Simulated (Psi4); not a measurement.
# PBE0/def2-TZVP (ints tolerance 1e-12, sweep point 6) run of TiO2 (titanium dioxide)

Aim: the vertical ionisation energy of TiO2 (titanium dioxide) at PBE0/def2-TZVP (ints tolerance 1e-12, sweep point 6), from 2 runs. 

The results are computed with Psi4 1.11.

4 further runs of the same task are left out: 4 set aside as unsound or not needed.

## (1) The structure to begin with

TiO2: 3 atoms, total charge 0, spin state singlet. As SMILES, `[O]=[Ti]=[O]`. The coordinates come from a PBE0-D4/def2-TZVP relaxation.

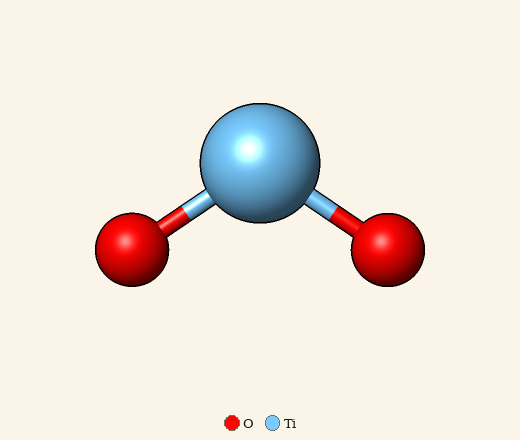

Viewed from a chosen angle; oxygen red, titanium blue.

## (2) A single-point energy at PBE0/def2-TZVP (ints tolerance 1e-12, sweep point 6)

Input file job.inp:

```
memory 1600 mb

molecule {
  0 1
  O      0.921000     0.928800     0.444600
  Ti     0.135000    -0.492000     0.331600
  O     -1.056100    -0.436800    -0.776200
  symmetry c1
}

set globals {
  puream               true
  scf_type             direct
  dft_radial_points    99
  dft_spherical_points 590
  ints_tolerance       1e-12
  maxiter              60
}

energy('pbe0/def2-TZVP')
```

Run with:

```bash
psi4 -n 1 job.inp job.out
```

job.out:

```text
[...]
  Running in c1 symmetry.
[...]
  Nuclear repulsion =  127.009919010096411
[...]
  Multiplicity = 1
[...]
  Nalpha       = 19
  Nbeta        = 19
[...]
    Number of basis functions: 107
[...]
   @DF-RKS iter   1:  -998.93611132150727   -1.94860e-01   1.28158e-02 ADIIS/DIIS
[...]
   @RKS iter  12:  -999.65173648332916   -5.36329e-09   2.10456e-07 DIIS
[...]
    Orbital Energies [Eh]
    ---------------------
    Doubly Occupied:
       1A   -179.118243     2A    -19.987805     3A    -19.161624
       4A    -19.161607     5A    -16.670934     6A    -16.670435
       7A    -16.666301     8A     -2.414314     9A     -1.530114
      10A     -1.525675    11A     -1.515728    12A     -0.874585
      13A     -0.858752    14A     -0.353540    15A     -0.340151
      16A     -0.329837    17A     -0.312401    18A     -0.301084
      19A     -0.266009
[...]
  @RKS Final Energy:  -999.65173648332916
   => Energetics <=
    Nuclear Repulsion Energy =            127.0099190100964108
    One-Electron Energy =               -1625.6945652804151905
    Two-Electron Energy =                 543.6151639605740229
    DFT Exchange-Correlation Energy =     -44.5822541735844098
    Empirical Dispersion Energy =           0.0000000000000000
    VV10 Nonlocal Energy =                  0.0000000000000000
    Total Energy =                       -999.6517364833291595
[...]
 Multipole Moments:
 ------------------------------------------------------------------------------------
     Multipole            Electronic (a.u.)      Nuclear  (a.u.)        Total (a.u.)
 ------------------------------------------------------------------------------------
 L = 1.  Multiply by 2.5417464519 to convert [e a0] to [Debye]
 Dipole X            :          2.1506884           -0.7262448            1.4244436
 Dipole Y            :         -3.4326090            1.1590460           -2.2735630
 Dipole Z            :         -0.0000000            0.0000000           -0.0000000
 Magnitude           :                                                    2.6829328
[...]
```

Run time: 7.5 s. Hardware: 1 thread of Intel Xeon 6975P-C (Granite Rapids), shared host; peak memory 0.69 GiB.

## (3) The doublet cation

Input file calc.inp:

```
memory 1.6 GB

molecule {
  1 2
  O      0.921000     0.928800     0.444600
  Ti     0.135000    -0.492000     0.331600
  O     -1.056100    -0.436800    -0.776200
  symmetry c1
}

set globals {
  basis                def2-TZVP
  reference            uks
  puream               true
  scf_type             direct
  dft_radial_points    99
  dft_spherical_points 590
  ints_tolerance       1e-12
  maxiter              150
}

energy("pbe0")
```

Run with:

```bash
psi4 -n 1 calc.inp calc.out
```

calc.out:

```text
[...]
  Running in c1 symmetry.
[...]
  Nuclear repulsion =  127.009919010096411
[...]
  Multiplicity = 2
[...]
  Nalpha       = 19
  Nbeta        = 18
[...]
    Number of basis functions: 107
[...]
   @DF-UKS iter   1:  -998.89649818408554   -1.55247e-01   9.20381e-03 DIIS/ADIIS
[...]
   @UKS iter  15:  -999.29714335705444   -5.21004e-09   5.28375e-07 DIIS
[...]
   @S^2 Observed:                8.217315048E-01
[...]
    Orbital Energies [Eh]
    ---------------------
    Alpha Occupied:
       1A   -179.428553     2A    -20.297804     3A    -19.516893
       4A    -19.516864     5A    -16.981617     6A    -16.980292
       7A    -16.976473     8A     -2.715155     9A     -1.834600
      10A     -1.822236    11A     -1.813974    12A     -1.222876
      13A     -1.206148    14A     -0.708281    15A     -0.658683
      16A     -0.648027    17A     -0.639994    18A     -0.631332
      19A     -0.623041
    Alpha Virtual:
      20A     -0.345020    21A     -0.337274    22A     -0.316580
      23A     -0.293212    24A     -0.243025    25A     -0.204348
[...]
  @UKS Final Energy:  -999.29714335705444
   => Energetics <=
    Nuclear Repulsion Energy =            127.0099190100964108
    One-Electron Energy =               -1613.7391107327725877
    Two-Electron Energy =                 531.7472995639093369
    DFT Exchange-Correlation Energy =     -44.3152511982876121
    Empirical Dispersion Energy =           0.0000000000000000
    VV10 Nonlocal Energy =                  0.0000000000000000
    Total Energy =                       -999.2971433570544377
[...]
 Multipole Moments:
 ------------------------------------------------------------------------------------
     Multipole            Electronic (a.u.)      Nuclear  (a.u.)        Total (a.u.)
 ------------------------------------------------------------------------------------
 L = 1.  Multiply by 2.5417464519 to convert [e a0] to [Debye]
 Dipole X            :          1.8186999           -0.7262448            1.0924551
 Dipole Y            :         -2.9021412            1.1590460           -1.7430953
 Dipole Z            :         -0.0000000            0.0000000           -0.0000000
 Magnitude           :                                                    2.0571435
[...]
```

Run time: 12 s. Hardware: 1 thread of Intel Xeon 6975P-C (Granite Rapids), shared host; peak memory 0.68 GiB.

## (4) Summary of results

Level: PBE0/def2-TZVP (ints tolerance 1e-12, sweep point 6).

| quantity | value |
| --- | --- |
| singlet TiO2: total energy | -999.65174 Eh |
| singlet TiO2: dipole moment | 6.82 D |
| singlet TiO2: HOMO energy | -7.24 eV |
| singlet TiO2: LUMO energy | -2.74 eV |
| singlet TiO2: HOMO–LUMO gap | 4.49 eV |
| doublet cation: total energy | -999.29714 Eh |
| doublet cation: HOMO energy (highest over α and β) | -16.35 eV |
| doublet cation: LUMO energy (lowest over α and β) | -12.07 eV |
| doublet cation: ⟨S²⟩ | 0.822 |
| vertical ionisation energy (to the doublet cation) | 9.649 eV |

**Reading.** Removing an electron at fixed nuclei costs 9.65 eV (223 kcal/mol). −ε(HOMO) before ionisation, 7.24 eV, is 2.41 eV below this ionisation energy.
